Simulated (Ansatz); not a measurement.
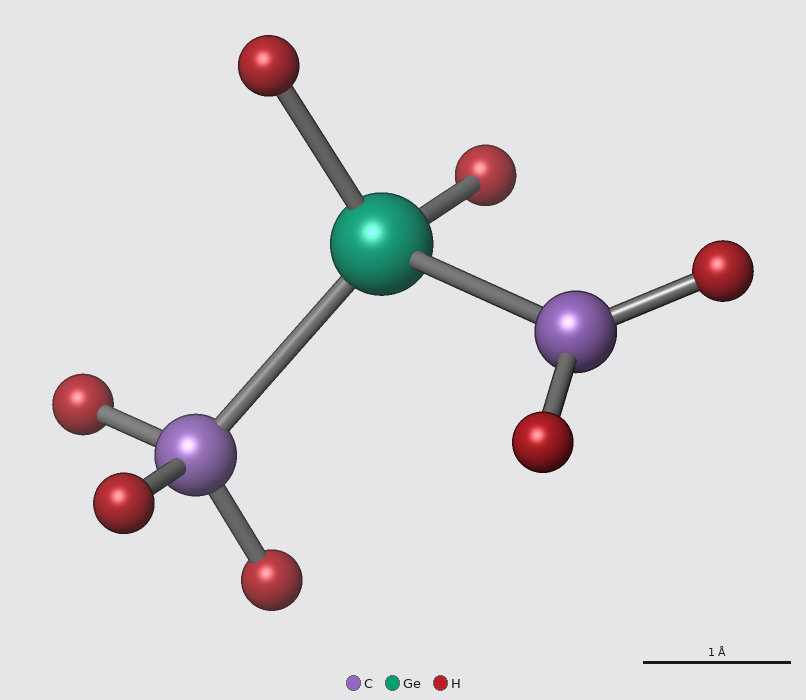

Charge 0, doublet. The geometry was computed by an optimisation with PBE0-D4/def2-TZVP.

> Count the atoms of each element.

C₂H₇Ge, 10 atoms: 2 carbon, 7 hydrogen and 1 germanium.

> How many sets of symmetry-equivalent atoms are there?

10: 1 C, 1 Ge, 1 C, 1 H, 1 H, 1 H, 1 H, 1 H, 1 H, 1 H.

More results for the same structure follow; atom numbers are the same in all pictures, views and colours differ.

Geometry

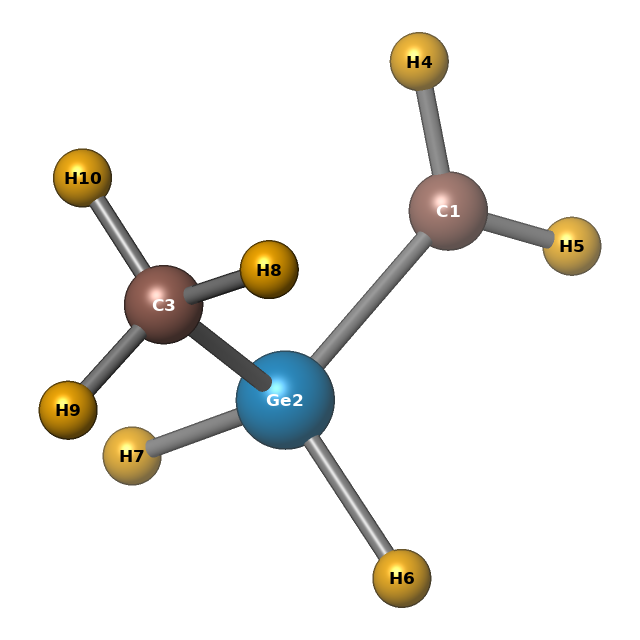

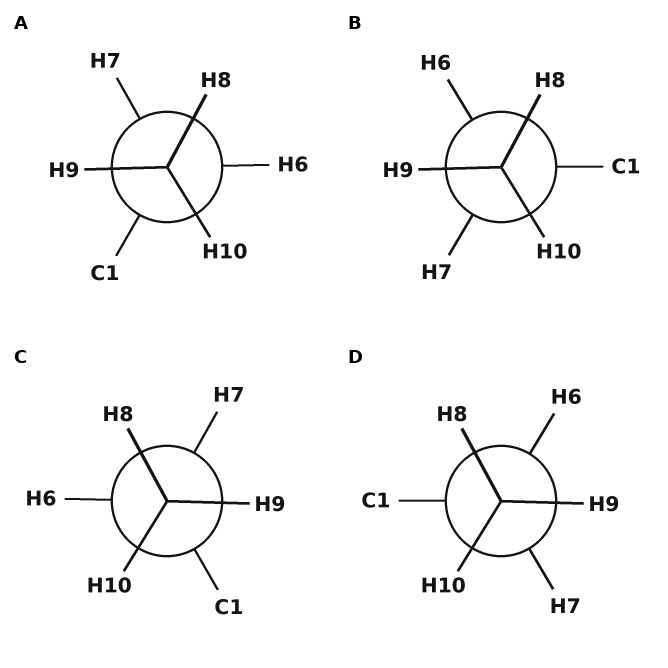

Distant atoms are faded towards the background colour. Bonds that would overlap in a projection are set slightly apart.

> Which Newman projection shows the view along C3–Ge2, with C3 in front?

D. The torsion angle H8–C3–Ge2–C1 is −61°, synclinal (gauche).

Vibrations

Harmonic vibrations computed with UKS PBE0-D4/def2-TZVP (Ansatz 0.2.0) at a stationary point of the same level.

> List the wavenumbers.

24 modes: 46, 135, 182, 417, 514, 597, 608, 646, 673, 803, 847, 860, 881, 1264, 1383, 1457, 1458, 2101, 2132, 3063, 3146, 3153, 3157, 3251 cm⁻¹.

Electronic properties

Properties computed with UKS PBE0-D4/def2-SVP (Ansatz 0.2.0).

> What is the dispersion correction?

−12.9 kJ/mol.

> What is the HOMO energy (Kohn–Sham orbital)?

−6.65 eV.

> Give the ⟨S²⟩ of the determinant at this level.

0.755.

Dipole moment

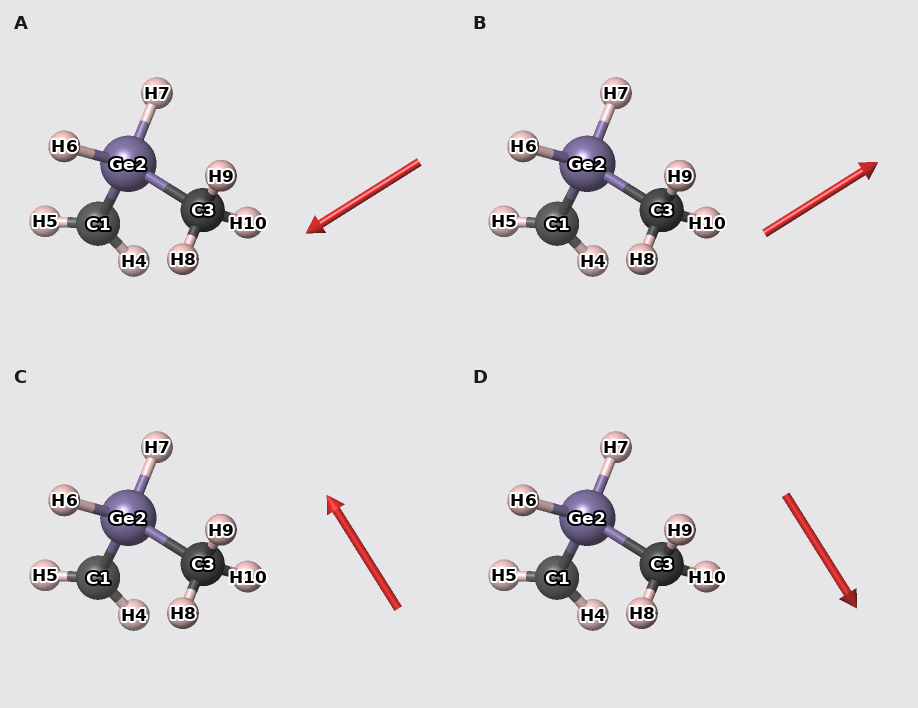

The same molecule four times, each with an arrow. Method: UKS PBE0-D4/def2-TZVP (Ansatz 0.2.0).

> Which arrow points along the dipole moment, from the negative to the positive end?

D. The dipole moment is 0.63 D; it points from the side of H6, H7 to the side of H8, H10 (the outermost atoms at the two ends).
